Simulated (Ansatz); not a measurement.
A series of calculations on C$_{2}$H$_{7}$Al

Part 1: Relaxation

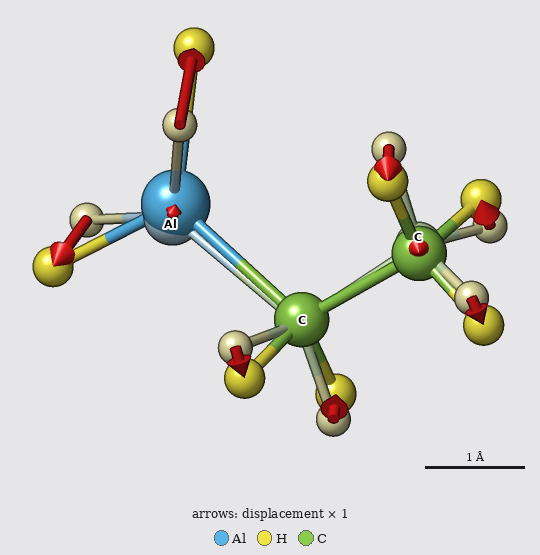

This is a relaxation of C$_{2}$H$_{7}$Al. The starting structure is drawn faded, the final one solid; red arrows show the displacements, at their true length. The two geometries are superimposed by the best rigid fit.

Style: ball-and-stick. Shown from a free direction.

The run prepares an end point of a later path (reaction) calculation, from a guessed geometry.

Theory: RKS PBE0-D4/def2-SVPD in Ansatz 0.2.0. (no spin polarisation; force threshold 0.03 eV/Å; at most 50 steps)

Question: Which element moves most?

Answer: Hydrogen: up to 1.42 Å, against 0.21 Å for carbon.

Question: Describe the change and its energy.

Answer: Over 17 accepted moves (19 points after the start) the energy falls by 14.5 kcal/mol. The largest force component goes from 1.2 to 0.023 eV/Å. The line search rejected the trial steps at points 5, 9 of the run. An H atom moves most after the best rigid fit: 1.42 Å. By element the largest moves are H 1.42 Å, C 0.21 Å, Al 0.14 Å. Near-neighbour distances that change, for instance: Al–H 1.554 → 1.595 Å, Al–C 1.948 → 1.964 Å, Al–H 1.586 → 1.594 Å. Among the angles between lasting bonds that change: H–Al–C 84.3° → 120.9°, C–Al–H 139.9° → 119.8°, H–Al–H 135.5° → 119.3°. Groups turn about Al–C by about 50°. Cost: 25 s on 4 threads of Intel(R) Xeon(R) Platinum 8259CL CPU @ 2.50GHz (Skylake/Cascade Lake) (shared host), peak memory 0.24 GiB.

Part 2: Relaxation

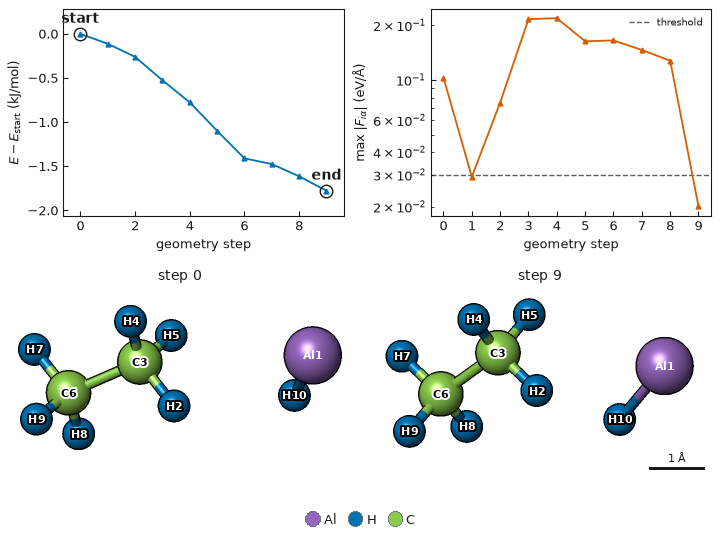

First and last geometry of a relaxation of C₂H₇Al, with the history of the run. A ball-and-stick model, seen from a free direction.

The run prepares an end point of a later path (reaction) calculation, from a guessed geometry.

Theory: RKS PBE0-D4/def2-SVPD (Ansatz 0.2.0). (no spin polarisation; force threshold 0.03 eV/Å; at most 50 steps)

> Read the history and describe the run.

It converged. After 9 geometry steps the energy has fallen by 1.78 kJ/mol. The largest force component goes from 0.1 to 0.02 eV/Å. The forces were under the threshold at step 1, but the run went on from there. The largest move after the best rigid fit is that of H10, 0.77 Å. Largest moves by element: H 0.77 Å, Al 0.47 Å, C 0.25 Å. Some distances before and after: Al1–H10 1.677 → 1.669 Å.

| step | E − E(0), kJ/mol | largest force component, eV/Å |
| --- | --- | --- |
| 0 | 0.00 | 0.1030 |
| 1 | -0.11 | 0.0292 |
| 2 | -0.26 | 0.0751 |
| 3 | -0.53 | 0.2164 |
| 4 | -0.78 | 0.2193 |
| 5 | -1.10 | 0.1635 |
| 6 | -1.41 | 0.1653 |
| 7 | -1.47 | 0.1464 |
| 8 | -1.61 | 0.1278 |
| 9 | -1.78 | 0.0201 |

Limits of the set-up: the start holds two separate molecules, 2.6 Å apart at their closest, whose relative position is a soft coordinate.

Part 3: Path

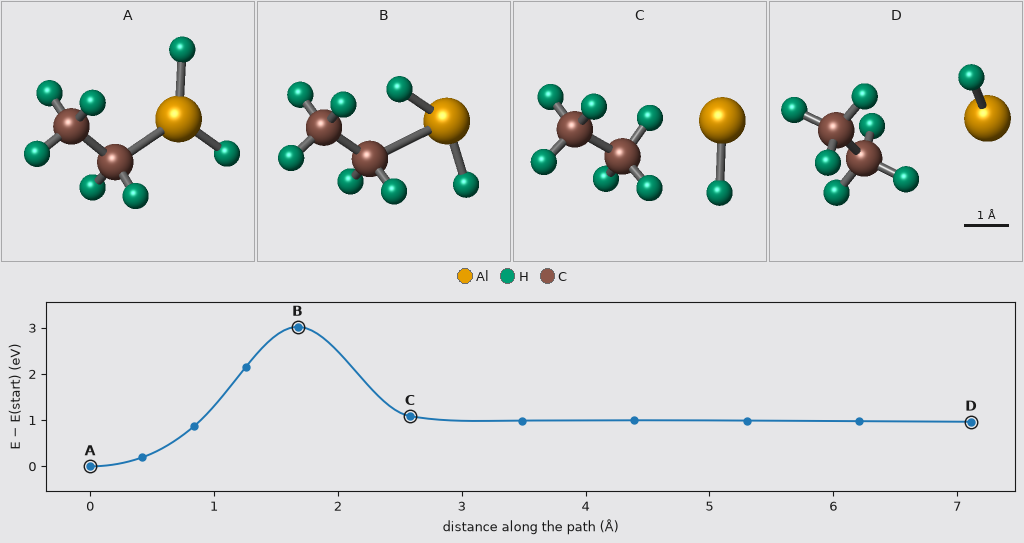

NEB run on C2H7Al. Images are numbered from 0 (start) to 10 (end). Frames A to D are images 0, 4, 5, 10. A ball-and-stick model, seen from a free direction.

Method: RKS PBE0-D4/def2-SVPD (Ansatz). Run with 9 movable images; climbing image; force threshold 0.05 eV/Å; iteration limit 60; starting path through a guess of the saddle point.

Read off the barrier and say what moves.

Answer. Breaking: Al–C (1.96 → 3.14 Å), Al–H (1.60 → 2.66 Å). Forming: C–H (3.10 → 1.10 Å). The highest point, image 4, lies 3.02 eV above the start and 2.06 eV above the end; the end is at +0.97 eV relative to the start. The band converged in 21 iterations. The largest component of the band force went from 41 to 0.03 eV/Å. The climbing image converged on the top of the path. Its vibrational analysis gives one imaginary mode (1244i cm⁻¹), as a transition state must have.
